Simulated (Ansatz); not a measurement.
System: CH2O (SMILES [CH]O).

```xyz
4

C     0.3859    0.5337    0.1414
O    -0.6649   -0.1449    0.5520
H     0.2924    0.4349   -0.9896
H    -0.6711   -0.1166    1.5352
```

Geometry: PBE-D3(BJ)/def2-SVP.

These are results of isolated molecule in a Gaussian basis; Kohn-Sham density functional theory, functional PBE0 in Ansatz, not measurements.

Q: What can the converged electron density and electron localisation function tell about the bonding?

A: C–O (1.32 Å): ρ is about 2.6 e/Å³ halfway; the ELF peaks at about 0.90 between the atoms: a polar covalent bond.
O–H (0.98 Å): ρ at the midpoint is about 3.7 e/Å³; the ELF climbs to about 1 towards the hydrogen, as it does in any bond to H; a covalent bond by its length.
C–H (1.14 Å): ρ at the midpoint is about 2 e/Å³; the ELF climbs to about 1 towards the hydrogen: a covalent bond by its length.

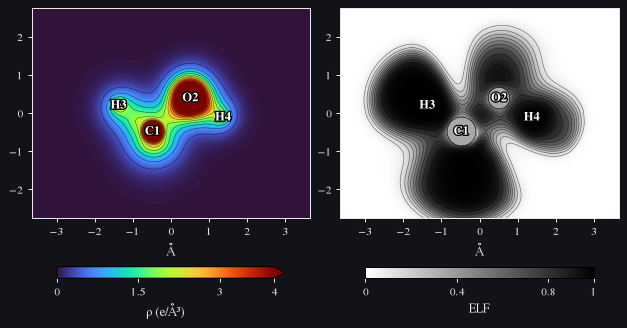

Computed electron density and electron localisation function on the molecular plane, in this order. Grey discs cover the atomic cores in the ELF map. 
